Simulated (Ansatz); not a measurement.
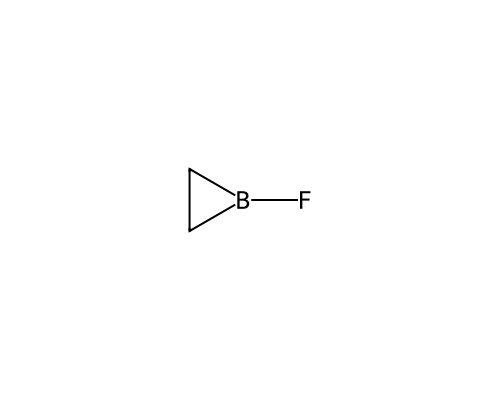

A structural formula.

Question: Give its SMILES.

Answer: FB1CC1

Question: What is the molecular formula?

Answer: C2H4BF.

Question: An optimisation with PBE0-D4/def2-TZVP gave a structure of which point group?

Answer: C2v.

More results for the same structure follow; atom numbers are the same in all pictures, views and colours differ. Computed geometry: PBE0-D4/def2-TZVP optimisation.

### Electronic properties

Method: RKS PBE-D4/def2-TZVPP (Ansatz 0.2.0).

Predict the main results.

- dipole moment: 1.01 D
- HOMO energy (Kohn–Sham orbital): −6.05 eV
- LUMO energy (Kohn–Sham orbital): −1.54 eV
- HOMO–LUMO gap: 4.51 eV
- dispersion correction: −10.2 kJ/mol
- vertical ionisation energy: 9.71 eV

### Thermal motion

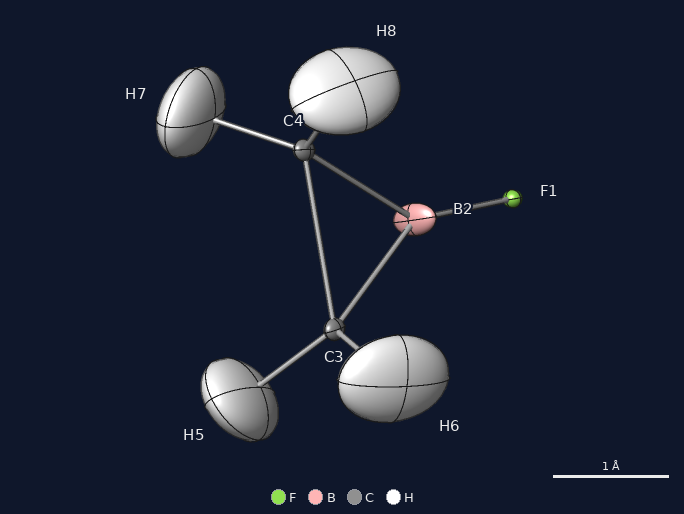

Displacement ellipsoids at the 50 % level, enlarged 2 times, from the internal vibrations of the free molecule (harmonic, no overall translation or rotation; no half-axis is drawn under 0.075 Å). Vibrations computed with RKS PBE0-D4/def2-TZVP (Ansatz 0.2.0). Temperature: 298 K.

Question: Which atom has the largest mean-square displacement?

Answer: H5, H6, H7, H8, with U_eq = 0.0183 Å².

Question: Does H6 move more along its bond or across it?

Answer: Across it: the root-mean-square amplitude is 0.075 Å along the bond and up to 0.182 Å across, since bending and torsion are softer than stretching.

List U_eq and the three principal root-mean-square amplitudes for each kind of atom.

```
          atom  U_eq (Å²)   rms amplitudes (Å)
            F1    0.00078  0.026, 0.028, 0.030
            B2     0.0031  0.029, 0.046, 0.079
        C3, C4     0.0011  0.023, 0.032, 0.040
H5, H6, H7, H8     0.0183  0.074, 0.128, 0.182
```

### Vibrations

Harmonic vibrations computed with RKS PBE0-D4/def2-TZVP (Ansatz 0.2.0) at a stationary point of the same level.

Question: List the wavenumbers.

Answer: 18 modes: 246, 406, 466, 655, 671, 937, 944, 958, 972, 1096, 1173, 1393, 1394, 1616, 3125, 3127, 3191, 3205 cm⁻¹.

### Charges

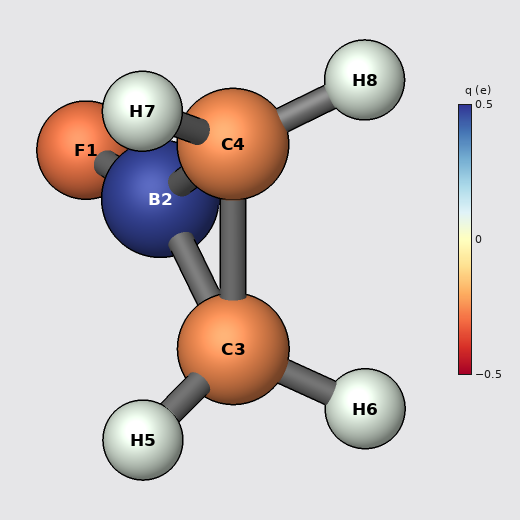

Atoms are coloured by their Mulliken charges. Method: RKS r2SCAN-D4/def2-TZVPP (Ansatz 0.2.0).

List the Mulliken charges.

```tsv
atom	value (e)
F1	−0.28
B2	0.48
C3	−0.25
C4	−0.25
H5	0.07
H6	0.07
H7	0.07
H8	0.07
```

Mulliken values depend strongly on the basis set and can even reverse the polarity of a bond.
